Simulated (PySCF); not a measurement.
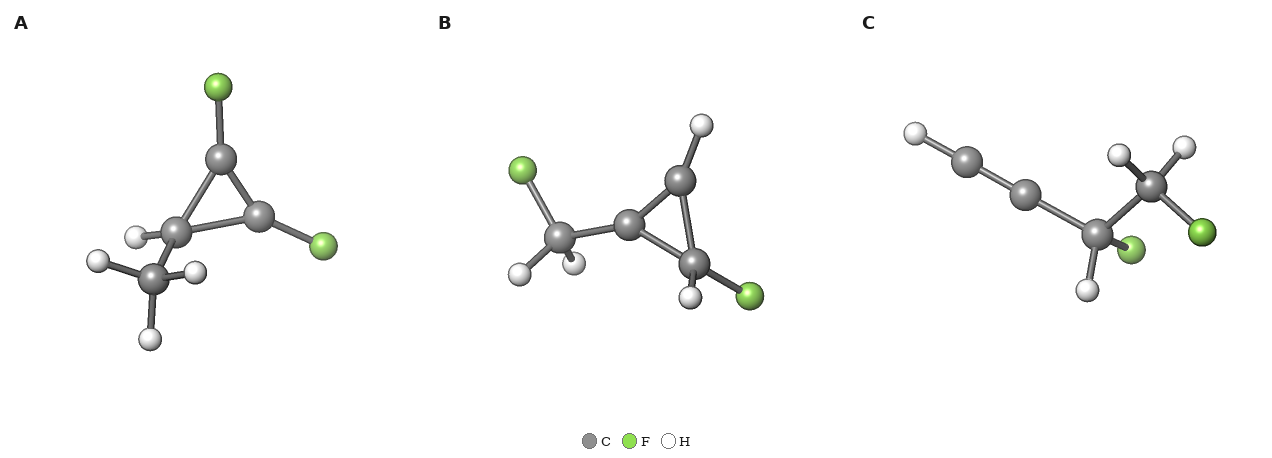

3 stationary structures of one formula. Geometries: GFN2-xTB. Electronic energies: PBE0/pcSseg-1 (PySCF 2.14.0), without zero-point energy. No frequency run is at hand to confirm each as a minimum. Each is one conformer, not always the lowest.

Which structure is the most stable?

C is lowest; B lies 0.103 eV above it, A lies 0.814 eV above it. A is `CC1C(F)=C1F`, B is `FCC1=C[C@@H]1F`, C is `C#C[C@@H](F)CF`.
